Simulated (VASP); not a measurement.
Band structure of MoSe$_{2}$ (2H layered). All values below come from PBE GGA with D3 dispersion (Becke-Johnson damping), VASP's PBE PAW potentials (set 64) (plane waves; VASP 6.6.1).

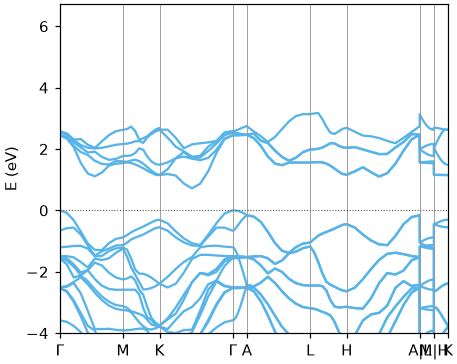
Figure. Bands along high-symmetry lines, zero at the valence-band maximum or, without a gap, the Fermi level

Read the plot: is there a gap, and where are the band edges?

The gap is indirect, 0.72 eV, from the valence maximum at Γ to the conduction minimum at K-Γ at 0.44. (Edges off the drawn lines would not show.)

Measured: gap 1.09 eV (computed value off by -0.37 eV), as given by Li et al., (2013), arXiv:1302.0733.

The compound is MoSe2 in the 2H layered structure. It was relaxed first.
